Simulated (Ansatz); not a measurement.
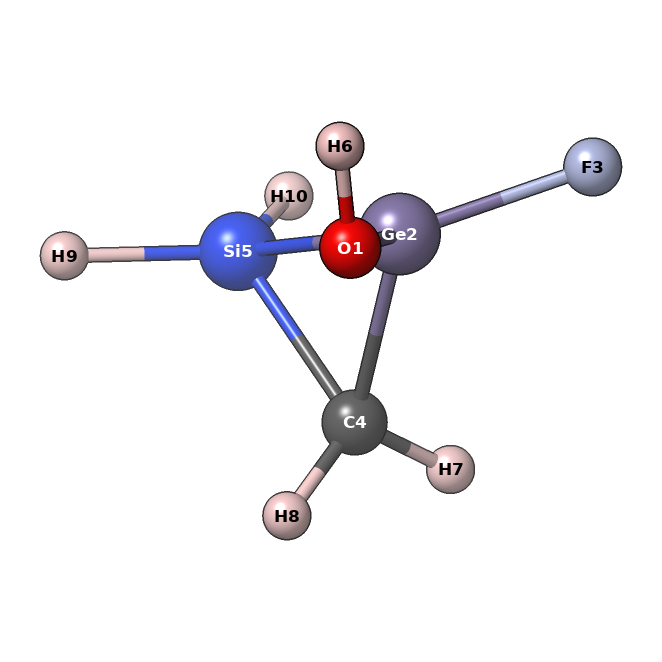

Ge2 lies behind O1. The molecule seen a little off the O1–Ge2 bond, O1 in front. Depth is shown by fading: the farther an atom, the more it takes the colour of the background. The geometry was computed by an optimisation with PBE0-D4/def2-TZVP. No frequency run is at hand to confirm it as a minimum.

> What is the torsion angle H6–O1–Ge2–Si5? The sign is positive where the front bond must turn clockwise to cover the back bond.

−99°, about perpendicular.
